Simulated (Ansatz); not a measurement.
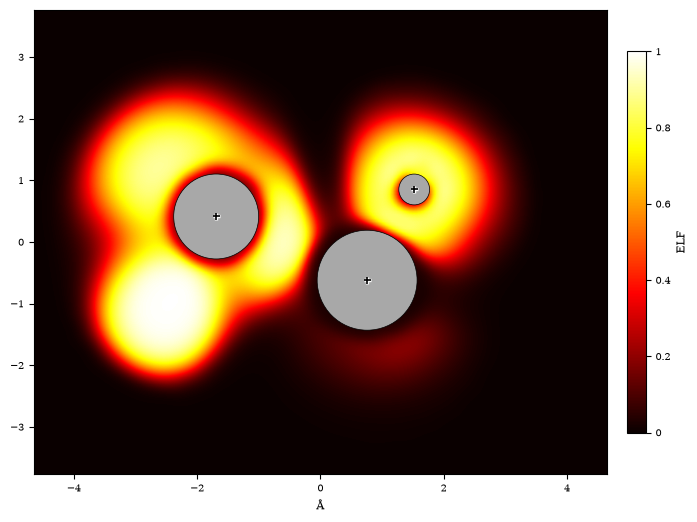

The ELF on a plane through atoms (crosses mark nuclei in the plane; grey discs cover the cores).

These are results of RKS PBE0-D4/def2-TZVPP (Ansatz), not measurements.

Candidates:
A. H₄OSi···HF···H₂O
B. Cl₂H₂Si···HBr
C. AlF₂H₃Se

**Which candidate gave the map?**

Candidate C: AlF₂H₃Se on the plane of atoms F4, Al1 and Se6, which holds Al, F and Se. Al–F (1.66 Å): the ELF peaks at about 0.85 in the valence shell of F, 0.6 Å from its nucleus, and is about 0.35 at the midpoint. Al–Se (2.66 Å): the ELF peaks at about 0.95 between the atoms; a shared but strongly polarised pair.
